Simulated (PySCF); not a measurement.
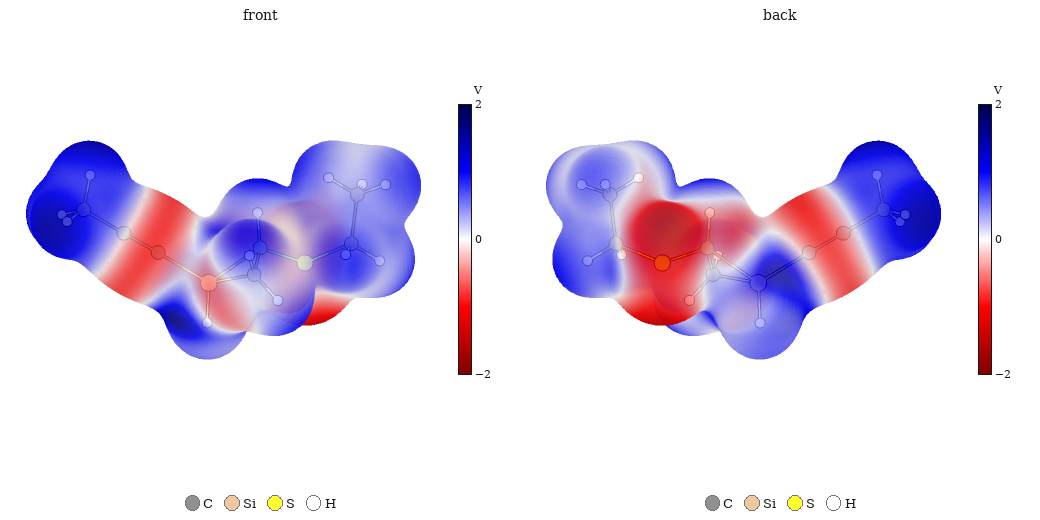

Figure 1: C$_{7}$H$_{12}$SSi. The electrostatic potential painted on the density surface at 0.004 e/bohr³, seen from the front and from behind; the colour scale runs from red (negative) to blue (positive).

Geometry: GFN2-xTB.

Level of theory: PBE0/pcSseg-1, SCF density, gas phase, non-relativistic (PySCF 2.14.0).

```xyz
21

C     4.8072    1.2568   -0.1097
C     3.6326    0.4173   -0.0970
C     2.6426   -0.2714   -0.0883
Si    1.1694   -1.3574   -0.0520
C    -0.2430   -0.9147   -1.2199
C    -0.4731   -0.4522    0.2247
S    -1.7943   -1.2562    1.1341
C    -3.2605   -0.5594    0.2880
C    -3.5574    0.8629    0.7212
H     5.3252    1.1620   -1.0639
H     5.4831    0.9597    0.6920
H     4.5207    2.2981    0.0364
H     1.3237   -2.7225    0.4080
H    -0.9023   -1.7031   -1.5600
H    -0.1512   -0.1256   -1.9555
H    -0.4792    0.6187    0.3898
H    -3.0752   -0.6223   -0.7846
H    -4.0797   -1.2283    0.5502
H    -3.7184    0.9040    1.7963
H    -2.7280    1.5217    0.4716
H    -4.4511    1.2288    0.2182
```

Which sites attract a positive test charge, and which a negative one?

A positive charge is drawn to the negative regions and a negative charge to the positive ones. The most negative region (about −1.5 V) lies over S7, the most positive (about +1.5 V) over Si4, H10, H11 and H12.
